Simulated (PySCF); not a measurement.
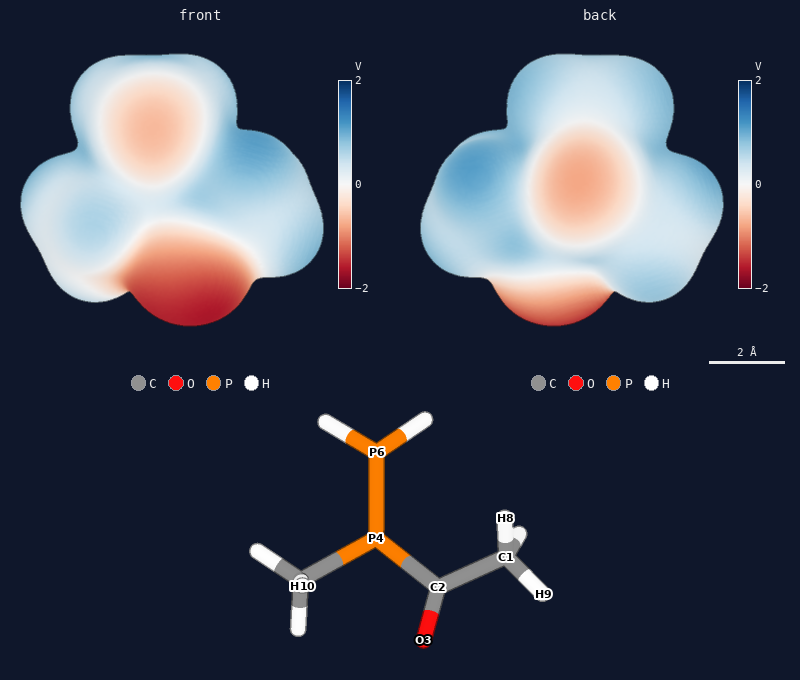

Figure 1: C3H8OP2. The electrostatic potential painted on the density surface at 0.002 e/bohr³, seen from the front and from behind; the colour scale runs from red (negative) to blue (positive). The bare structure is drawn below in the same view.

Geometry: GFN2-xTB.

These are results of PBE0/def2-SVPD, SCF density, gas phase in PySCF 2.14.0, not measurements.

```xyz
14

C     2.1288    0.3992    0.2305
C     1.0137   -0.5681    0.5069
O     1.0966   -1.5038    1.2590
P    -0.5427   -0.2787   -0.4694
C    -1.6853   -1.2939    0.5655
P    -0.9703    1.6891    0.3612
H     2.1708    0.6209   -0.8345
H     1.9210    1.3271    0.7667
H     3.0781   -0.0033    0.5774
H    -1.5405   -1.0822    1.6237
H    -1.4679   -2.3436    0.3770
H    -2.7139   -1.0833    0.2753
H    -0.3030    2.3519   -0.6662
H    -2.1861    1.7682   -0.3153
```

Question: Describe the electrostatic potential map.

Answer: The most negative region (about −1.6 V) lies over O3, the most positive (about +1.1 V) over H7 and H8. O3 is the likeliest acceptor of a hydrogen bond.

Question: What dipole moment does the calculation give?

Answer: Its dipole moment is 2.13 D.
